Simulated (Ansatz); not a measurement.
# Cr2CdAs2: relaxing a made-up structure

Starting from a made-up structure for Cr2CdAs2, the aim is the relaxed cell, its shortest contacts and, where a second run follows, its electronic structure.

Program: Ansatz 0.2.0. Level of theory: DFT, PBEsol, plane-wave PAW, files of the set soft_1, scalar-relativistic, ferromagnetic start, cell and ions relaxed at zero pressure; PAW set soft_1, in the first sound run; inputs show where later runs differ. Results are calculated unless marked as measured.

## (1) Set-up

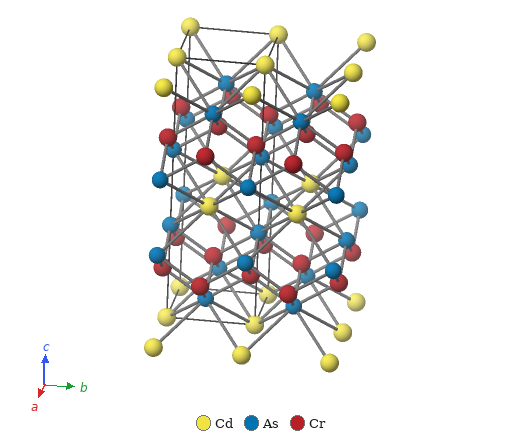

Start, viewed slightly off an axis; cadmium yellow, arsenic blue, chromium red. 2×2×1 cells are drawn. This picture shows the conventional cell, with its axes. Some periodic images of atoms are drawn too.

## (2) Relaxing cell and atoms

The guess takes its coordinates from another compound and its volume from a rule, so the cell and any free coordinates are relaxed together.

Input file input.yaml:

```yaml
crystal:
  lattice:
    - [-1.8575, 1.8575, 5.7845]
    - [1.8575, -1.8575, 5.7845]
    - [1.8575, 1.8575, -5.7845]
  atoms:
    - { symbol: Cd, position: [0.0, 0.0, 0.0] }
    - { symbol: As, position: [0.6452, 0.6452, 0.0] }
    - { symbol: As, position: [0.3548, 0.3548, 0.0] }
    - { symbol: Cr, position: [0.25, 0.75, 0.5], spin: 3.0 }
    - { symbol: Cr, position: [0.75, 0.25, 0.5], spin: 3.0 }
magnetization:
  spin_polarized: true
kpoints:
  mp_grid: { grid: [10, 10, 10] }
scf:
  occupations: { method: fermi_dirac, width: 0.05 }
hamiltonian:
  xc: pbesol
  pseudopotentials: { kind: paw, azcp: { folder: soft_1 }, xc_functional: pbe }
relax:
  f_tol: 0.015
  max_steps: 70
  cell: {}
output:
  forces: true
  stress: true
```

Launch:

```sh
> ansatz run input.yaml --threads 4 --pin off --max-ram 8192MiB --backend cpu --events-out ev --progress --plain --runs-dir out
```

Numbers of over 12 decimals in the logs are rounded to 6 here.

What it wrote:

```text
basis.fft_grid_basis auto: the FFT boxes are laid along the combinations [[1, 0, 1], [0, 1, 1], [0, 0, 1]] of the cell's own vectors, 3.715, 3.715 and 6.353 Å long. The dense box has 25×25×45 points. Along the cell's own vectors, as sized, it would have 45×45×45, 3.24 times as many. Of the 16 symmetry operations that the crystal satisfies within crystal.symmetry.tolerance (time reversal apart; of a slab, those that k [...]
Engine: ansatz 0.2.0, x86_64-unknown-linux-gnu
Pseudopotentials: kind: paw
Pseudopotential: Cd, paw, valence charge 20, recommended cutoff 420 eV (normal), soft_1/Cd.paw.azcp
Pseudopotential: As, paw, valence charge 15, recommended cutoff 420 eV (normal), soft_1/As.paw.azcp
Pseudopotential: Cr, paw, valence charge 14, recommended cutoff 420 eV (normal), soft_1/Cr.paw.azcp
Functional definition: PBEsol
  exchange = pbesol_x
  correlation = pbesol_c
Crystal: 5 atoms, lattice volume = 79.833 Å³
Basis set: ecut = 420 eV, 1575 PW (Γ), FFT grids on a1+a3, a2+a3, a3, exchange–correlation on 50×50×90 points (8 copies of the dense FFT grid, shifted against one another)
Bands: 51, of which v1, the nominal top of the filled ones, is band 39 counted from 1 (38 counted from 0)
Symmetry: 16 space group operations
Space group: I4/mmm (ITA 139), of the structure as read, at distance tolerance 4.3e-5 Å
Magnetic group: BNS 139.531 (UNI 1191), of the structure as read, at distance tolerance 4.3e-5 Å
k-points: 102 of 1000
Non-local potential: Cd, projectors of the file, l = 0: 3, l = 1: 2, l = 2: 2, l = 3: 1
Non-local potential: As, projectors of the file, l = 0: 2, l = 1: 2, l = 2: 3, l = 3: 1
Non-local potential: Cr, projectors of the file, l = 0: 3, l = 1: 2, l = 2: 3, l = 3: 1
PAW form: soft (Blöchl's): semilocal exchange-correlation on the pseudo side does not see the compensation charge
PAW frozen core: Cd, regenerated for the run's functional, and the local potential with it (the file was generated under x = pbe(κ = 0.804, μ = 0.219515), c = pbe(β = 0.066725))
PAW frozen core: As, regenerated for the run's functional, and the local potential with it (the file was generated under x = pbe(κ = 0.804, μ = 0.219515), c = pbe(β = 0.066725))
PAW frozen core: Cr, regenerated for the run's functional, and the local potential with it (the file was generated under x = pbe(κ = 0.804, μ = 0.219515), c = pbe(β = 0.066725))
PAW one-centre angular grid: Cd, 590 points (default); XC on 64 Gauss nodes
PAW one-centre angular grid: As, 590 points (default); XC on 64 Gauss nodes
PAW one-centre angular grid: Cr, 590 points (default); XC on 64 Gauss nodes
Initial density: superposition of atomic densities (chi_scale 0.1, normalization cell)
Starting moments: Σ|m| = 6 μB on 2 of 5 sites
Initial wavefunctions: pseudopotential atomic-orbital guess
Functional: x = pbesol(κ = 0.804, μ = 0.123457), c = pbesol(β = 0.046)
SCF iter   1: F=—  HF=-24510.140003 eV  |F-HF|=—  |Δ(HF+E_count)|=         —  Δρ=7.43e-2 (↑7.43e-2 ↓4.15e-2)  dr2=1.12e1  dr2_m=7.03e-1  M=4.314 μB ∫|m|=4.585 μB  β_m=0.30  ethr=3.10e-3  ⟨swp⟩=6.1  Hψ=35839  notcnv=0  defer=16
Mixer restart at iter 1: flushing history
preconditioner: auto → Kerker (q_TF=auto, 2.718 Å⁻¹)  [metal: Δε(μ)=0.010 eV  Ē_g=9.899 eV  σ=0.050 eV  W_gap=0.05  n_scr=32 (ndim 8)  ℏωp=24.2 eV  f_vac=0.000  D(μ)=3.04/eV (n_scr^D=24)]
spin=Collinear: Kerker preconditioning applied to the charge; magnetization (m = ρ↑ − ρ↓) channel mixes plain (no charge-response kernel on spin).
SCF iter   2: F=—  HF=-24507.523305 eV  |F-HF|=—  |Δ(HF+E_count)|=    2.62e0  Δρ=3.82e-2 (↑3.82e-2 ↓3.00e-2)  dr2=5.85e0  dr2_m=2.57e-1  M=4.280 μB ∫|m|=4.584 μB  β_m=0.47  ethr=3.10e-3  ⟨swp⟩=2.1  Hψ=16143  notcnv=0  defer=822
SCF iter   3: F=—  HF=-24506.385574 eV  |F-HF|=—  |Δ(HF+E_count)|=    1.14e0  Δρ=1.79e-2 (↑1.21e-2 ↓1.79e-2)  dr2=2.73e0  dr2_m=4.73e-2  M=4.106 μB ∫|m|=4.424 μB  β_m=0.74  ethr=3.10e-3  ⟨swp⟩=2.0  Hψ=13914  notcnv=0  defer=822
SCF iter   4: F=—  HF=-24505.927950 eV  |F-HF|=—  |Δ(HF+E_count)|=   4.58e-1  Δρ=6.08e-3 (↑5.58e-3 ↓6.08e-3)  dr2=2.43e-1  dr2_m=1.22e-2  M=3.801 μB ∫|m|=4.072 μB  β_m=0.85  ethr=3.10e-3  ⟨swp⟩=2.8  Hψ=14809  notcnv=0  defer=675
SCF iter   5: F=—  HF=-24505.962909 eV  |F-HF|=—  |Δ(HF+E_count)|=         —  Δρ=1.59e-2 (↑1.59e-2 ↓6.27e-3)  dr2=1.12e-1  dr2_m=8.56e-2  M=3.338 μB ∫|m|=3.548 μB  β_m=0.85  ethr=3.11e-4  ⟨swp⟩=2.8  Hψ=19776  notcnv=0  defer=656
Mixer restart at iter 5: flushing history
SCF iter   6: F=—  HF=-24505.992053 eV  |F-HF|=—  |Δ(HF+E_count)|=   2.91e-2  Δρ=2.30e-3 (↑2.20e-3 ↓2.30e-3)  dr2=1.04e-2  dr2_m=2.22e-4  M=3.367 μB ∫|m|=3.567 μB  β_m=0.80  ethr=1.44e-4  ⟨swp⟩=2.7  Hψ=19789  notcnv=0  defer=656
SCF iter   7: F=—  HF=-24505.980430 eV  |F-HF|=—  |Δ(HF+E_count)|=   1.16e-2  Δρ=4.85e-3 (↑4.85e-3 ↓1.64e-3)  dr2=1.78e-2  dr2_m=7.26e-3  M=3.260 μB ∫|m|=3.451 μB  β_m=0.81  ethr=1.34e-5  ⟨swp⟩=2.1  Hψ=21245  notcnv=0  defer=630
SCF iter   8: F=—  HF=-24505.974972 eV  |F-HF|=—  |Δ(HF+E_count)|=   5.46e-3  Δρ=2.34e-3 (↑2.34e-3 ↓4.67e-4)  dr2=3.31e-3  dr2_m=1.15e-3  M=3.293 μB ∫|m|=3.483 μB  β_m=0.87  ethr=1.34e-5  ⟨swp⟩=2.0  Hψ=19385  notcnv=0  defer=628
SCF iter   9: F=—  HF=-24505.976091 eV  |F-HF|=—  |Δ(HF+E_count)|=   1.12e-3  Δρ=2.91e-4 (↑1.67e-4 ↓2.91e-4)  dr2=1.86e-4  dr2_m=1.12e-5  M=3.274 μB ∫|m|=3.463 μB  β_m=0.81  ethr=4.24e-6  ⟨swp⟩=2.0  Hψ=18937  notcnv=0  defer=629
SCF iter  10: F=—  HF=-24505.976139 eV  |F-HF|=—  |Δ(HF+E_count)|=   4.75e-5  Δρ=2.23e-4 (↑2.23e-4 ↓1.81e-4)  dr2=2.23e-4  dr2_m=9.48e-7  M=3.275 μB ∫|m|=3.465 μB  β_m=0.90  ethr=2.39e-7  ⟨swp⟩=2.0  Hψ=15491  notcnv=0  defer=628
SCF iter  11: F=—  HF=-24505.976147 eV  |F-HF|=—  |Δ(HF+E_count)|=   8.33e-6  Δρ=1.50e-4 (↑1.50e-4 ↓4.21e-5)  dr2=3.00e-5  dr2_m=4.64e-6  M=3.266 μB ∫|m|=3.455 μB  β_m=0.77  ethr=2.39e-7  ⟨swp⟩=1.7  Hψ=11461  notcnv=0  defer=629
SCF iter  12: F=—  HF=-24505.976144 eV  |F-HF|=—  |Δ(HF+E_count)|=   2.85e-6  Δρ=6.70e-5 (↑6.70e-5 ↓3.02e-5)  dr2=2.90e-6  dr2_m=1.64e-6  M=3.265 μB ∫|m|=3.454 μB  β_m=0.88  ethr=3.84e-8  ⟨swp⟩=2.0  Hψ=13253  notcnv=0  defer=630
SCF iter  13: F=—  HF=-24505.976144 eV  |F-HF|=—  |Δ(HF+E_count)|=   1.19e-7  Δρ=6.42e-6 (↑5.55e-6 ↓6.42e-6)  dr2=2.28e-7  dr2_m=1.51e-9  M=3.266 μB ∫|m|=3.455 μB  β_m=0.94  ethr=3.72e-9  ⟨swp⟩=2.0  Hψ=11684  notcnv=0  defer=630
SCF iter  14: F=-24505.976144 eV  HF=-24505.976144 eV  |F-HF|=2.99e-8  |Δ(HF+E_count)|=   3.51e-8  Δρ=4.12e-6 (↑4.12e-6 ↓1.60e-6)  dr2=3.64e-8  dr2_m=1.80e-9  M=3.265 μB ∫|m|=3.454 μB  ethr=1.28e-10  ⟨swp⟩=2.2  Hψ=30744  notcnv=0
SCF 1 converged in 14 iterations: F = -24505.976144 eV  dr2 = 3.64e-8
[...]
relax step   3: F+E_penalty+E_count = -24507.92199009 eV  Δ(F+E_penalty+E_count) = -4.928e-1 eV  max|allowed force component| = 4.635e-1 eV/Å  Δτ_max = 0.0712 Å  P = +1.856 GPa  Ω = 83.172 Å³  energy of the carried Pulay correction = -1.195e-3 eV  (9 SCF iters, dr2 threshold 5.00e-7 eV, accepted)
[... from here on, the SCF cycles and remarks between the steps are left out ...]
relax step   4: F+E_penalty+E_count = -24508.07237877 eV  Δ(F+E_penalty+E_count) = -1.504e-1 eV  max|allowed force component| = 5.335e-1 eV/Å  Δτ_max = 0.0447 Å  P = +1.469 GPa  Ω = 81.862 Å³  energy of the carried Pulay correction = -7.320e-4 eV  (9 SCF iters, dr2 threshold 5.00e-7 eV, accepted)
relax step   5: F+E_penalty+E_count = -24508.11073759 eV  Δ(F+E_penalty+E_count) = -3.836e-2 eV  max|allowed force component| = 6.876e-2 eV/Å  Δτ_max = 0.0718 Å  P = -1.215 GPa  Ω = 84.895 Å³  energy of the carried Pulay correction = -1.792e-3 eV  (10 SCF iters, dr2 threshold 5.00e-7 eV, accepted)
relax step   6: F+E_penalty+E_count = -24508.11626745 eV  Δ(F+E_penalty+E_count) = -5.530e-3 eV  max|allowed force component| = 1.494e-2 eV/Å  Δτ_max = 0.0137 Å  P = +0.186 GPa  Ω = 83.634 Å³  energy of the carried Pulay correction = -1.356e-3 eV  (9 SCF iters, dr2 threshold 5.00e-7 eV, accepted)
relax step   7: F+E_penalty+E_count = -24508.11636550 eV  Δ(F+E_penalty+E_count) = -9.805e-5 eV  max|allowed force component| = 4.031e-4 eV/Å  Δτ_max = 0.0006 Å  P = +0.003 GPa  Ω = 83.766 Å³  energy of the carried Pulay correction = -1.402e-3 eV  (8 SCF iters, dr2 threshold 1.68e-7 eV, accepted)
relax step   8: F+E_penalty+E_count = -24508.13708610 eV  Δ(F+E_penalty+E_count) = -2.072e-2 eV  max|allowed force component| = 1.057e-3 eV/Å  Δτ_max = 0.0000 Å  P = +0.453 GPa  Ω = 83.766 Å³  stress off target by 6.80e-1 GPa  SCF on the basis re-selected at this cell (its energy is not comparable with the rows above)  (11 SCF iters)
relax step   9: F+E_penalty+E_count = -24508.13851754 eV  Δ(F+E_penalty+E_count) = -1.431e-3 eV  max|allowed force component| = 2.111e-4 eV/Å  Δτ_max = 0.0055 Å  P = +0.068 GPa  Ω = 84.120 Å³  energy of the carried Pulay correction = -1.109e-4 eV  (8 SCF iters, dr2 threshold 5.00e-7 eV, accepted)
relax step  10: F+E_penalty+E_count = -24508.13853204 eV  Δ(F+E_penalty+E_count) = -1.450e-5 eV  max|allowed force component| = 6.842e-4 eV/Å  Δτ_max = 0.0010 Å  P = -0.006 GPa  Ω = 84.187 Å³  energy of the carried Pulay correction = -1.325e-4 eV  (8 SCF iters, dr2 threshold 2.64e-8 eV, accepted)
iter 1 solved again at ethr=3.07e-8 eV; its pass at ethr=3.10e-3 eV (dr2=2.40e-5 eV) is discarded
SCF iter   1: F=—  HF=-24508.138632 eV  |F-HF|=—  |Δ(HF+E_count)|=         —  Δρ=1.33e-4 (↑1.33e-4 ↓9.71e-5)  dr2=9.71e-7  dr2_m=2.52e-7  M=3.974 μB ∫|m|=4.559 μB  β_m=0.65  ethr=3.07e-8  ⟨swp⟩=3.3  Hψ=64845  notcnv=0
spin=Collinear: Kerker preconditioning applied to the charge; magnetization (m = ρ↑ − ρ↓) channel mixes plain (no charge-response kernel on spin).
SCF iter   2: F=—  HF=-24508.138666 eV  |F-HF|=—  |Δ(HF+E_count)|=   3.39e-5  Δρ=4.72e-5 (↑4.72e-5 ↓3.48e-5)  dr2=1.21e-7  dr2_m=3.12e-8  M=3.974 μB ∫|m|=4.559 μB  β_m=0.65  ethr=1.25e-9  ⟨swp⟩=1.1  Hψ=10438  notcnv=0
SCF iter   3: F=—  HF=-24508.138671 eV  |F-HF|=—  |Δ(HF+E_count)|=   5.45e-6  Δρ=1.46e-6 (↑1.46e-6 ↓1.20e-6)  dr2=1.08e-9  dr2_m=2.51e-11  M=3.974 μB ∫|m|=4.559 μB  β_m=0.64  ethr=1.55e-10  ⟨swp⟩=1.1  Hψ=10419  notcnv=0
SCF iter   4: F=—  HF=-24508.138671 eV  |F-HF|=—  |Δ(HF+E_count)|=   2.17e-7  Δρ=6.00e-7 (↑6.00e-7 ↓4.60e-7)  dr2=1.63e-9  dr2_m=8.67e-12  M=3.974 μB ∫|m|=4.559 μB  β_m=0.64  ethr=1.39e-12  ⟨swp⟩=2.0  Hψ=18072  notcnv=0
SCF iter   5: F=—  HF=-24508.138671 eV  |F-HF|=—  |Δ(HF+E_count)|=   1.94e-9  Δρ=4.62e-7 (↑3.87e-7 ↓4.62e-7)  dr2=9.67e-10  dr2_m=1.61e-11  M=3.974 μB ∫|m|=4.559 μB  β_m=0.82  ethr=1.39e-12  ⟨swp⟩=2.0  Hψ=12837  notcnv=0
SCF iter   6: F=—  HF=-24508.138671 eV  |F-HF|=—  |Δ(HF+E_count)|=  7.89e-10  Δρ=1.63e-7 (↑1.57e-7 ↓1.63e-7)  dr2=7.74e-11  dr2_m=5.74e-12  M=3.974 μB ∫|m|=4.559 μB  β_m=0.76  ethr=1.24e-12  ⟨swp⟩=2.1  Hψ=14465  notcnv=0
SCF iter   7: F=—  HF=-24508.138671 eV  |F-HF|=—  |Δ(HF+E_count)|=  5.09e-11  Δρ=5.56e-8 (↑5.56e-8 ↓3.64e-8)  dr2=1.39e-11  dr2_m=2.52e-13  M=3.974 μB ∫|m|=4.559 μB  β_m=0.82  ethr=1.00e-12  ⟨swp⟩=1.0  Hψ=10404  notcnv=0
SCF iter   8: F=-24508.138671 eV  HF=-24508.138671 eV  |F-HF|=4.00e-11  |Δ(HF+E_count)|=  2.55e-11  Δρ=1.11e-7 (↑1.11e-7 ↓7.97e-8)  dr2=4.49e-11  dr2_m=2.11e-13  M=3.974 μB ∫|m|=4.559 μB  ethr=1.00e-12  ⟨swp⟩=3.0  Hψ=30859  notcnv=0
SCF 11 converged in 8 iterations: F = -24508.138671 eV  dr2 = 4.49e-11
relax step  11: F+E_penalty+E_count = -24508.13867120 eV  Δ(F+E_penalty+E_count) = -1.392e-4 eV  max|allowed force component| = 7.063e-4 eV/Å  Δτ_max = 0.0000 Å  P = -0.009 GPa  Ω = 84.187 Å³  stress off target by 1.28e-2 GPa  SCF on the basis re-selected at this cell (its energy is not comparable with the rows above)  (8 SCF iters)
basis re-selected at this cell: Δ(F+E_penalty+E_count) = -1.392e-4 eV, ΔP = -0.002 GPa vs the last step (what re-selecting the basis moved, of the pressure what is left beyond the Pulay correction that the steps carried, after the strain that the cell walked since its last selection, with what the two solves' SCF thresholds leave and, on support functions, any second-order correction that the steps lacked; it is no m [...]
SCF converged after 8 iterations
Magnetization: 3.9738 μB (40.9869 up, 37.0131 down)
Absolute magnetization: 4.5572 μB (∫|ρ↑−ρ↓|, with the PAW one-centre terms)
Spin contamination: 0.1309 ħ² per cell (⟨S²⟩ above its minimum at these occupations)
Per-site moments (μB) at R_I (Å): [(-0.039246, 1.318307), (-0.078675, 0.985811), (-0.078675, 0.985811), (1.844782, 0.985811), (1.844782, 0.985811)]
Free energy (F): -24508.138671 eV
Harris-Foulkes:  -24508.138671 eV  (|F-HF|=4.00e-11)
Internal energy: -24508.112491 eV  (E = F + TS)
E sigma→0 (E₀):  -24508.125581 eV
Entropy (-TS):   -0.026180 eV (-5.236 meV/atom)
Fermi energy:    14.254009 eV
--- Per-component energies (eV) ---
  E_band       = -1171.395819
  E_kinetic    = 1247.586768
  E_local      = -9176.726539  (includes V_loc(G=0)·N_el)
  E_nonlocal   = -565.606300
  E_hartree    = 4647.609154
  E_xc         = -526.798314
  E_vxc        = -638.824311  (∫ρ·V_xc dr)
  E_paw        = -10360.488637  (= ΣΔE_a)
  E_vpaw       = -1333.045357  (= ΣTr[D̂ρ^β])
  E_aug_tail   = 0.001946  (compensation charges beyond the density's cutoff)
  E_ewald      = -9776.285390
  E_core_change = 2.594821  (= ΣΔE_core)
  E_smearing   = -0.026180  (= −TS)
  E_closure    = 0.000000  (closes the sum)
  Σ components = -24508.138671   (vs F -24508.138671, Δ=0.00e0)
--- Forces (eV/Å), atoms counted from 1 ---
  atom   1  Cd     0.00000000     0.00000000     0.00000000
  atom   2  As    -0.00000000     0.00000000     0.00070632
  atom   3  As    -0.00000000     0.00000000    -0.00070632
  atom   4  Cr     0.00000000     0.00000000     0.00000000
  atom   5  Cr     0.00000000    -0.00000000     0.00000000
  max |Σ_I F_I| component: 1.30e-18 eV/Å
--- Stress (GPa, compression-positive) ---
       -0.012844       0.000000       0.000000
        0.000000      -0.012844       0.000000
       -0.000000      -0.000000       0.000067
  P = ⅓ Tr σ = -0.0085 GPa (-0.085 kbar)
--- Relaxed structure (9 steps of the walk, 9 accepted, 2 SCFs on fresh bases) ---
  F+E_penalty+E_count = -24508.13867120 eV   max|allowed force component| = 7.063e-4 eV/Å   (the final SCF, on the basis selected at the relaxed cell)
  cell:  # Å, volume = 84.1872 Å³
    - [-2.084062, 2.084062, 4.845796]
    - [2.084062, -2.084062, 4.845796]
    - [2.084062, 2.084062, -4.845796]
  atoms:
    - { symbol: Cd, position: [-4.798267026645159e-19, -4.798267026645154e-19, 0] }
    - { symbol: As, position: [0.629315, 0.629315, 0] }
    - { symbol: As, position: [0.370685, 0.370685, 0] }
    - { symbol: Cr, position: [0.25, 0.75, 0.5] }
    - { symbol: Cr, position: [0.75, 0.25, 0.5] }
```

It took 2.1 min on 4 threads of Intel Xeon Platinum 8488C (Sapphire Rapids), shared host; peak memory 0.94 GiB; 7.8 min of CPU time.

Step by step:

| step | energy less that of the first step (eV) | largest force component (eV/Å) | pressure (GPa) | volume (Å³) |
| --- | --- | --- | --- | --- |
| 1 | 0.0000 | 4.3070 | 24.83 | 79.83 |
| 2 | -1.4530 | 1.4966 | 7.92 | 82.80 |
| 3 | -1.9458 | 0.4635 | 1.86 | 83.17 |
| 4 | -2.0962 | 0.5335 | 1.47 | 81.86 |
| 5 | -2.1346 | 0.0688 | -1.21 | 84.89 |
| 6 | -2.1401 | 0.0149 | 0.19 | 83.63 |
| 7 | -2.1402 | 0.0004 | 0.00 | 83.77 |
| 8* | -2.1609 | 0.0011 | 0.45 | 83.77 |
| 9 | -2.1624 | 0.0002 | 0.07 | 84.12 |
| 10 | -2.1624 | 0.0007 | -0.01 | 84.19 |
| 11* | -2.1625 | 0.0007 | -0.01 | 84.19 |

Relaxation steps marked * repeat the geometry before them on a plane-wave basis chosen anew for their cell, so energy and pressure can jump there.

The run keeps the 16 symmetry operations that it works with, so distortions that break them were not tested.

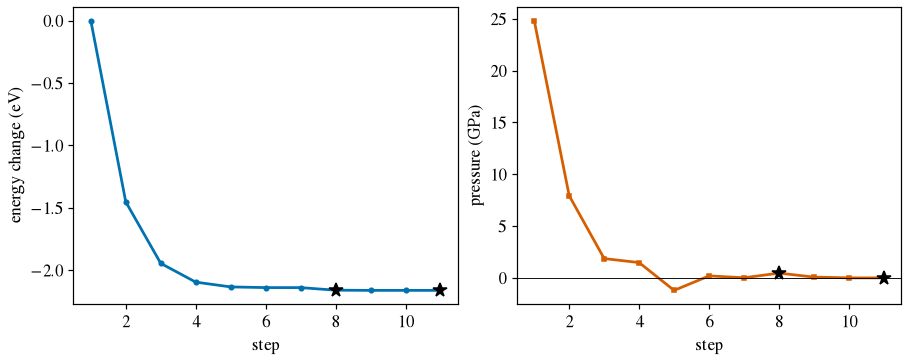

Energy and pressure along the relaxation. Stars mark steps on a basis chosen anew.

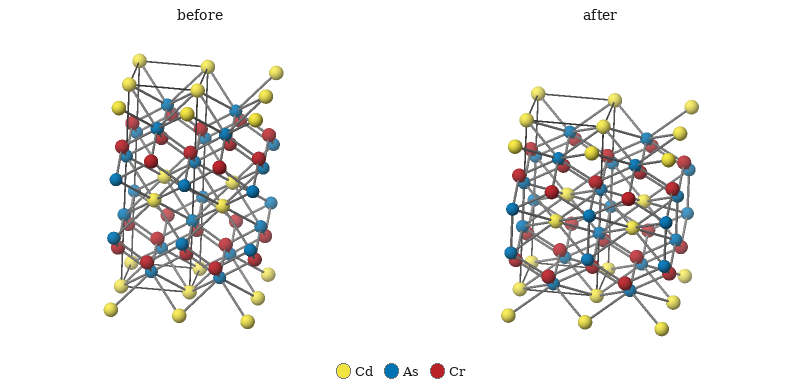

The structure before and after the relaxation, drawn at the same scale.

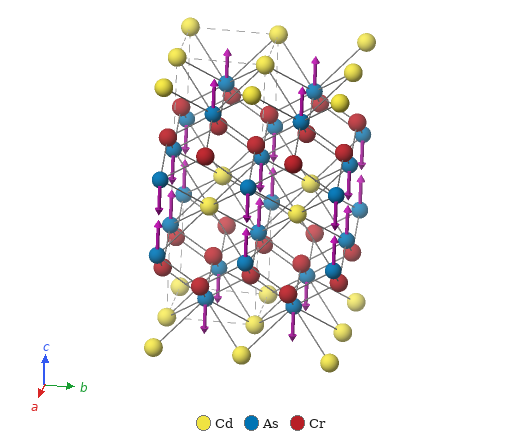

Displacements in the relaxation, exaggerated, measured against the changing cell; the longest in the cell stands for 0.15 Å. 2×2×1 conventional cells are drawn. Some periodic images of atoms are drawn too.

| cell as run | before | after | change |
| --- | --- | --- | --- |
| a (Å) | 6.353 | 5.672 | -10.7 % |
| b (Å) | 6.353 | 5.672 | -10.7 % |
| c (Å) | 6.353 | 5.672 | -10.7 % |
| α (°) | 146.00 | 136.88 | -6.2 % |
| β (°) | 146.00 | 136.88 | -6.2 % |
| γ (°) | 48.85 | 62.62 | +28.2 % |
| volume (Å³/atom) | 15.97 | 16.84 | +5.5 % |

The atoms that moved most (Å, as changes of fractional coordinates times the final cell):

| atom | dx | dy | dz | length |
| --- | --- | --- | --- | --- |
| As2 | 0.000 | 0.000 | -0.154 | 0.154 |
| As3 | 0.000 | 0.000 | 0.154 | 0.154 |

The relaxed structure:

```xyz
5
Lattice="-2.0841 2.0841 4.8458 2.0841 -2.0841 4.8458 2.0841 2.0841 -4.8458" Properties=species:S:1:pos:R:3 pbc="T T T"
Cd    0.0000    0.0000    0.0000
As    0.0000    0.0000    6.0991
As    0.0000    0.0000    3.5925
Cr    2.0841    0.0000    2.4229
Cr    0.0000    2.0841    2.4229
```

This step gave:

* free energy: -24508.1387 eV
* energy at zero smearing: -24508.1256 eV
* smearing term TS: 0.02618 eV
* Fermi energy: 14.25 eV
* magnetization: 3.974 μB
* absolute magnetization: 4.557 μB
* site moments: -0.03925, -0.07867, -0.07867, 1.845, 1.845 μB
* electrons: 78
* symmetry operations: 16
* pressure: -0.008540 GPa

Site moment by atom:

| atom | site moment (μB) |
| --- | --- |
| Cd1 | -0.04 |
| As2 | -0.08 |
| As3 | -0.08 |
| Cr4 | 1.84 |
| Cr5 | 1.84 |

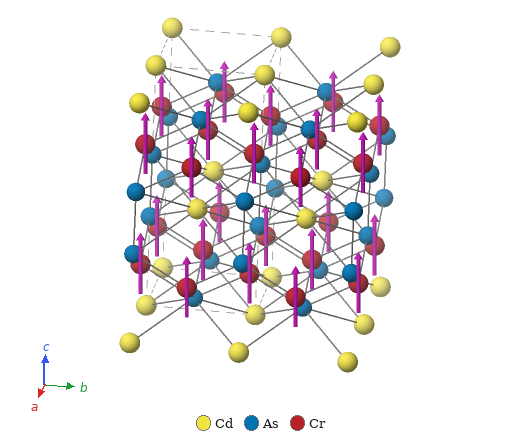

Site moment as arrows, the longest 1.84 μB. Up and down stand for the sign. Arrows give size and sign along the axis of quantisation, drawn up and down the page. 2×2×1 conventional cells are drawn. Some periodic images of atoms are drawn too.

(Part 1 of 2 ends here.)

[Logs are printed without paths, hosts, clocks, repeated set-up lines and the standing remarks that a program may print on its own settings, such as how far it seeks lower states.]

[Hosts, paths, dates, database ids (printed as entryN), source tags and the programs' standing remarks are cut or masked in the printed files.]
